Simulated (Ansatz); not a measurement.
## Electronic structure of H4O2SSi (SMILES O[SiH](O)S) in real space

```xyz
8

O     1.3722   -0.8126   -0.7545
O     0.1273    1.1990   -2.0007
S     2.7085    1.8686   -0.2373
Si    0.9016    0.7673   -0.6127
H     2.0008   -1.1461   -0.1077
H    -0.0834    1.0240    0.4641
H     0.6251    1.1026   -2.8190
H     2.0594    2.9776    0.1800
```

Geometry: PBE0-D3(BJ)/def2-SVP.

Theory: isolated molecule in a Gaussian basis; Kohn-Sham density functional theory, functional PBE0 in Ansatz.

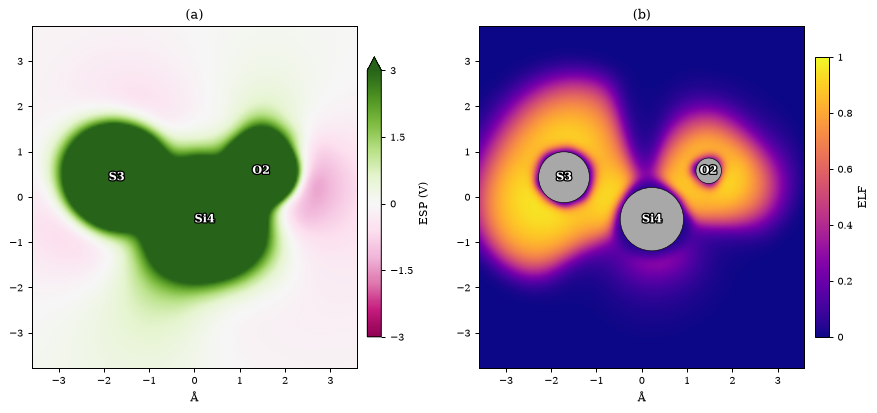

Figure 1. (a) molecular electrostatic potential; (b) ELF on the plane of atoms O2, Si4 and S3. Grey discs cover the atomic cores in the ELF map.

### What does the map show?

- Atoms in the plane: O, S and Si.
- Si–O (1.65 Å): the ELF peaks at about 0.85 between the atoms, as expected for a shared but strongly polarised pair.
- Si–S (2.15 Å): the ELF peaks at about 0.90 between the atoms, as expected for a covalent bond.
- The ELF also peaks beside S3 and O2, away from the bonds: lone-pair regions.
- Outside the dense part of the molecule the potential is most negative (−1.3 V) near O2.

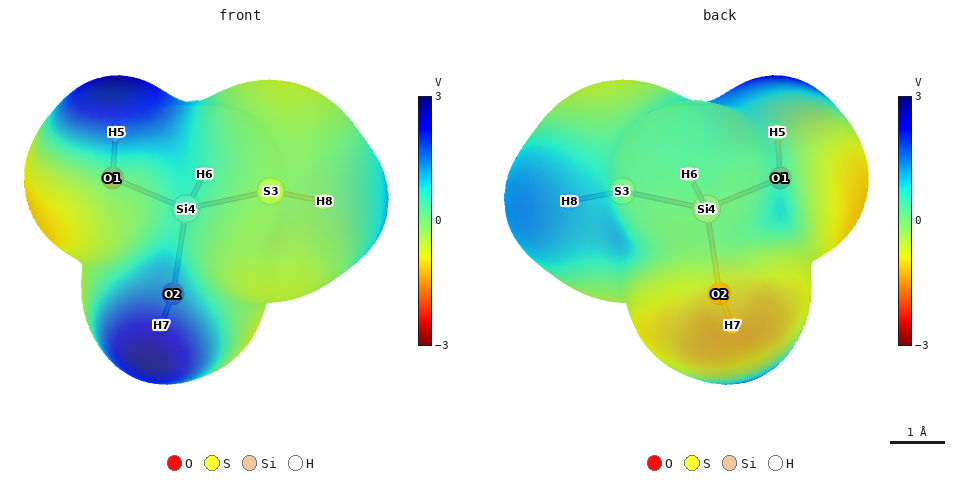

Figure 2. The molecular electrostatic potential painted on the density surface at 0.002 e/bohr³, seen from the front and from behind; the colour scale runs from red (negative) to blue (positive).

### Where is the surface potential most negative and most positive?

The most negative region (about −1.2 V) lies over O2, the most positive (about +2.8 V) over H5 and H7. O2 is the likeliest acceptor of a hydrogen bond.

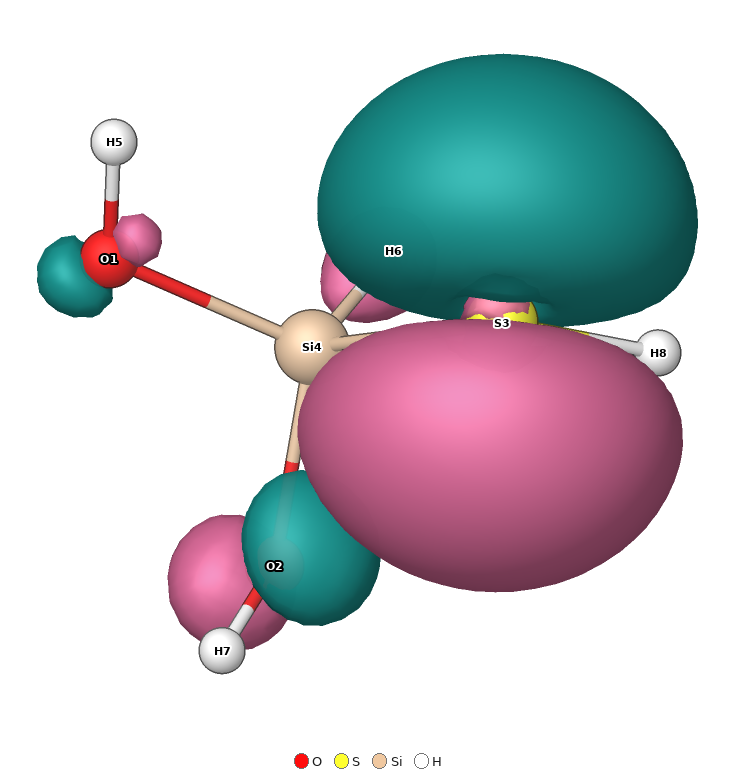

Figure 3. The HOMO at ±0.1 Å⁻³ᐟ² (teal and pink are the two phases), seen at a tilt.

### Where does this orbital lie, and at what energy?

By Hirshfeld shares it lies mainly on S3 (about 80 %); largely a lone pair of S3. Its energy is −7.73 eV.

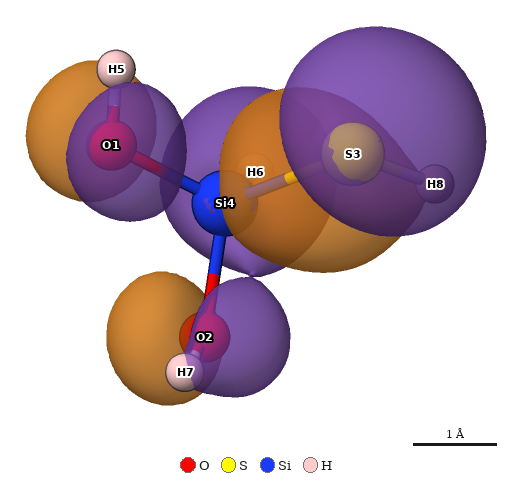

Figure 4. The HOMO−1 at ±0.08 Å⁻³ᐟ² (orange and purple are the two phases), seen across its widest extent.

### Describe this orbital and give its energy.

Its weight (Hirshfeld) is mainly on S3 (about 45 %), Si4 (about 15 %), O1 (about 15 %), H6 (about 10 %) and O2 (about 10 %). Its energy is −8.78 eV.
